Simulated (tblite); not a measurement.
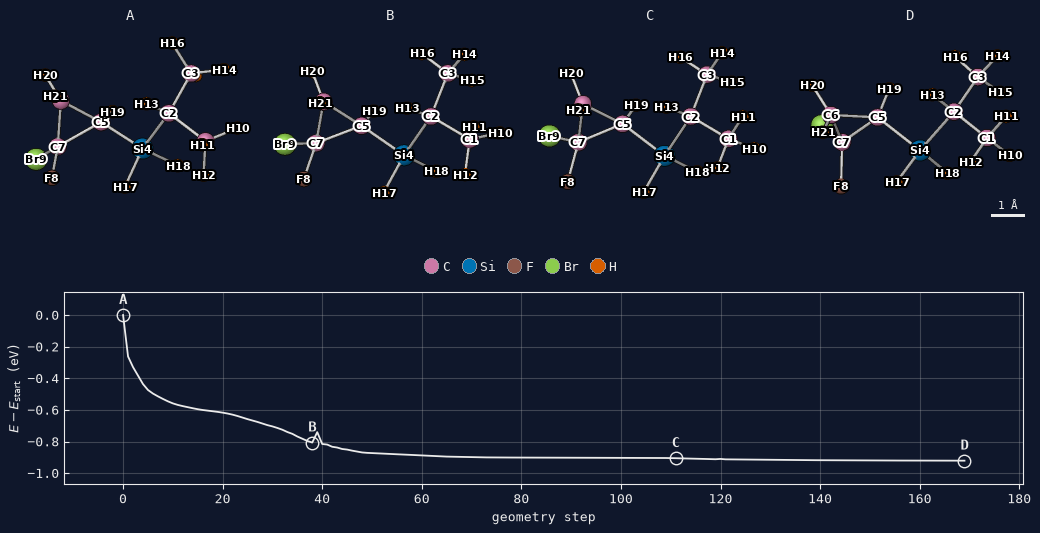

Frames of a relaxation of C6H12BrFSi, marked on the history of the run. Style: ball-and-stick. Shown at a tilt.

All numbers below come from GFN2-xTB geometry optimisation, gas phase in tblite. 

Describe the path.

Answer. The atom that moves furthest after the best rigid fit is H12 (1.36 Å). By element the largest moves are H 1.36 Å, F 1.33 Å, Br 1.12 Å, C 0.59 Å, Si 0.20 Å. Some distances before and after: Si4–C5 1.825 → 1.895 Å, C2–Si4 1.842 → 1.907 Å, C3–H16 1.131 → 1.087 Å, C5–C7 1.519 → 1.482 Å. Bond angles that change, for instance: F8–C7–Br9 117.9° → 109.3°, C5–C7–Br9 113.5° → 121.2°, C2–Si4–C5 115.8° → 109.0°. Groups turn about C1–C2 by about 55°, Si4–C5 by about 45°, C2–C3 by about 40°. After 169 geometry steps the energy has fallen by 0.921 eV. The run took 5.4 s on 1 thread of Intel(R) Xeon(R) Processor @ 2.50GHz, on a shared host. From step 0 to 38: H16 moves most (0.85 Å), energy −0.806 eV. From step 38 to 111: H12 moves most (0.58 Å), energy −0.099 eV. From step 111 to 169: H21 moves most (0.85 Å), energy −0.016 eV.

```tsv
step	E − E(0), eV
0	0.0000
1	-0.2620
2	-0.3294
3	-0.3826
4	-0.4364
5	-0.4739
6	-0.4964
7	-0.5141
8	-0.5304
9	-0.5456
10	-0.5586
18	-0.6082
27	-0.6761
35	-0.7681
43	-0.8378
52	-0.8767
60	-0.8876
69	-0.8982
77	-0.9011
85	-0.9016
94	-0.9020
102	-0.9026
110	-0.9046
119	-0.9119
127	-0.9148
136	-0.9175
144	-0.9187
152	-0.9199
161	-0.9205
169	-0.9210
```
